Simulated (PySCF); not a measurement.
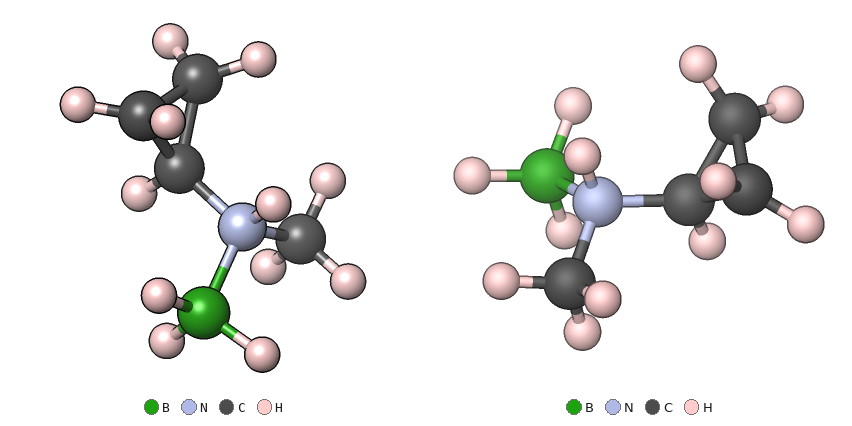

Both panels show the same species.

Count the atoms of each element.

Answer. C4H12BN, 18 atoms: 4 carbon, 12 hydrogen, 1 boron and 1 nitrogen.

Describe its rings.

Answer. Independent rings (smallest set): 1 of 3 members.

Count the bonded pairs by element.

Answer. 8 C–H, 3 C–C, 3 B–H, 2 C–N, 1 B–N, 1 N–H.

More results for the same structure follow; atom numbers are the same in all pictures, views and colours differ. The computed structure is the end point of a PBE0-D3(BJ)/def2-SVP optimisation. No frequency run is at hand to confirm it as a minimum.

## Geometry

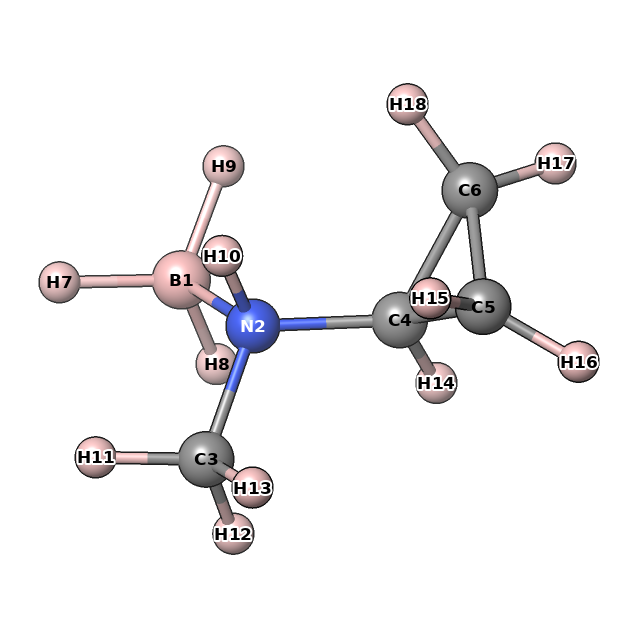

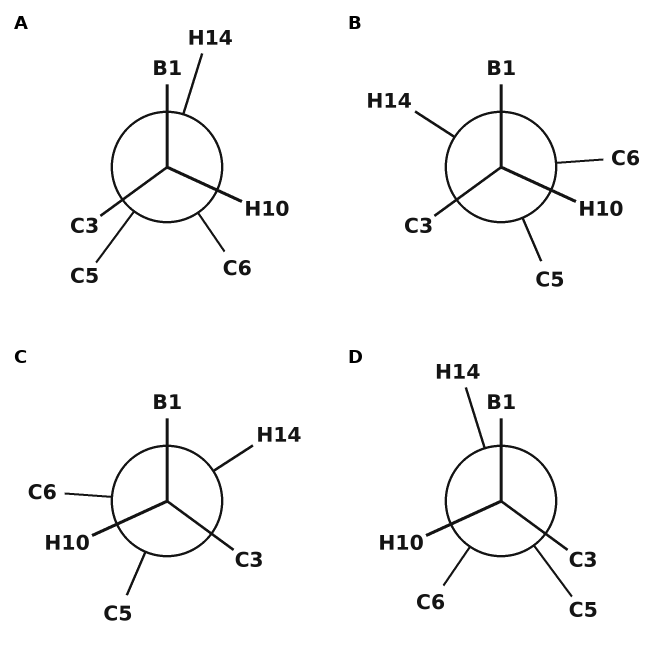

Depth is shown by fading: the farther an atom, the more it takes the colour of the background. Bonds that would overlap in a projection are set slightly apart. No frequency run is at hand to confirm it as a minimum.

Which Newman projection shows the view along N2–C4, with N2 in front?

Answer. B. The torsion angle C3–N2–C4–C5 is −77°, synclinal (gauche).

## Quadrupole coupling

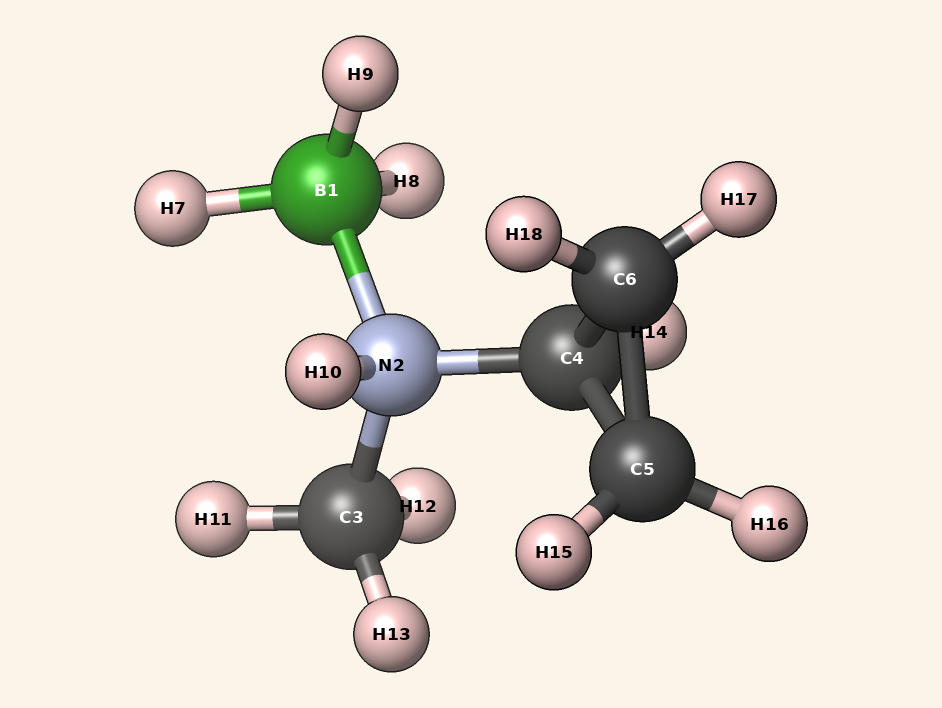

No frequency run is at hand to confirm it as a minimum. Electric field gradients from the ground-state density, PBE0/pcSseg-1 (PySCF 2.14.0), non-relativistic apart from any core potentials.

Give the largest field-gradient component, the quadrupole coupling constant and the asymmetry for 11B at B1 (Q = 40.59 mb), 14N at N2 (Q = 20.44 mb).

```tsv
atom	V_zz (a.u.)	e²qQ/h (MHz)	η
B1	0.244	2.33	0.03
N2	−0.601	−2.88	0.17
```

## Core levels

No frequency run is at hand to confirm it as a minimum. Level of theory: delta-SCF UKS SCAN, pcX-2 on the ionised atom, pcseg-1 elsewhere, spin-free X2C (PySCF 2.14.0).

Give the core-electron binding energies (to vacuum) of B1 1s, N2 1s, C3 1s, C4 1s, C5 1s, C6 1s.

```csv
atom,level,binding energy (eV)
B1,1s,193.4
N2,1s,407.1
C3,1s,292.1
C4,1s,292.1
C5,1s,291.3
C6,1s,291.2
```

## Ring current

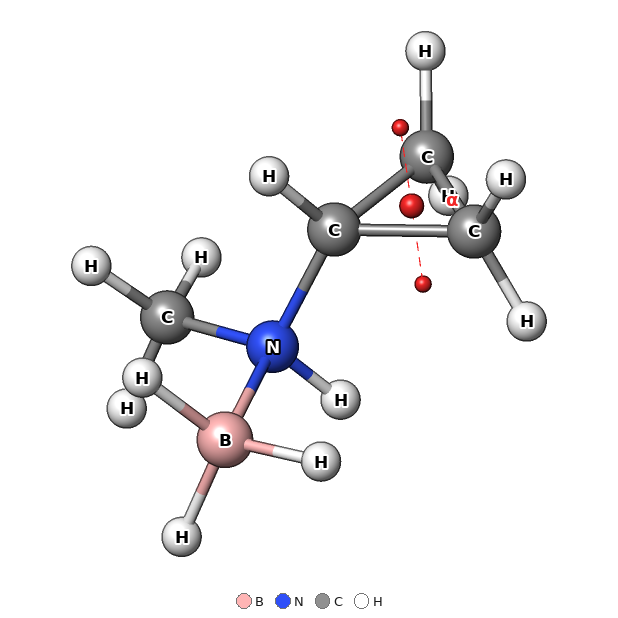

The small points mark where nucleus-independent chemical shifts (NICS) were computed: at the centre of each lettered ring and 1 Å above and below it. No frequency run is at hand to confirm it as a minimum. Properties computed with GIAO ωB97X-D/pcSseg-1 NMR shielding, non-relativistic, gas phase (PySCF 2.14.0).

Give NICS(0), NICS(1) and the out-of-plane component NICS(1)zz for each ring (means of the two sides).

```csv
ring,members,NICS(0),NICS(1),NICS(1)zz
α,C3,−40.9,−8.7,−20.8
```

Values in ppm.

## Dipole moment

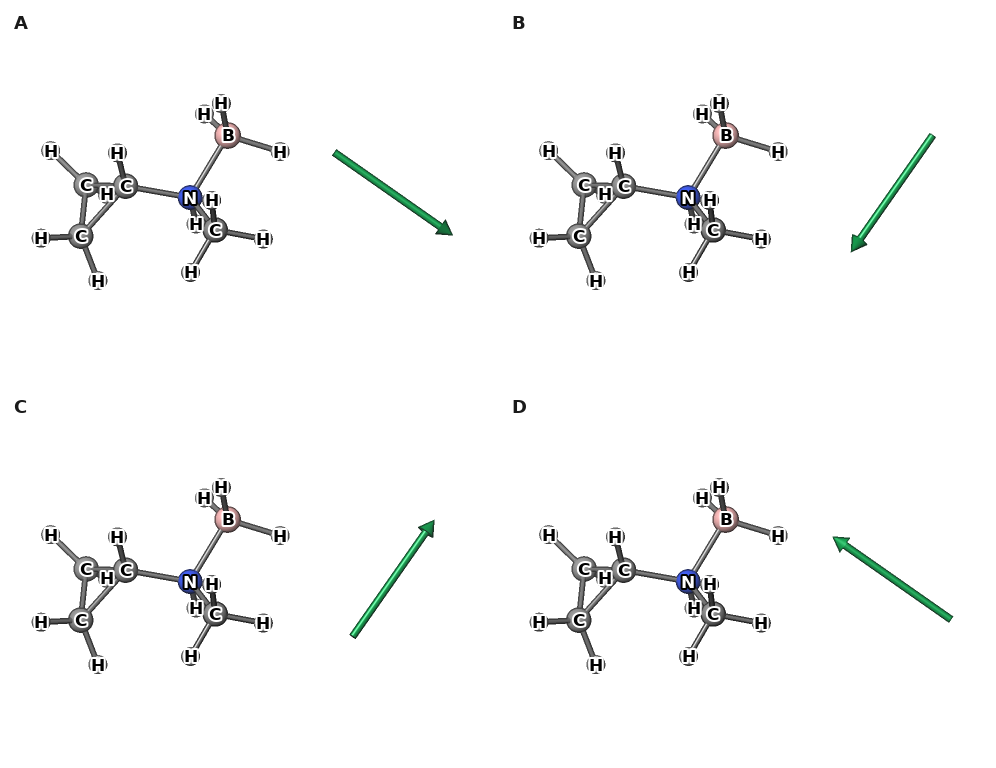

The same molecule four times, each with an arrow. No frequency run is at hand to confirm it as a minimum. Properties computed with CAM-B3LYP/def2-SVPD, gas phase (PySCF 2.14.0).

Which arrow points along the dipole moment, from the negative to the positive end?

Answer. B. The dipole moment is 5.29 D.
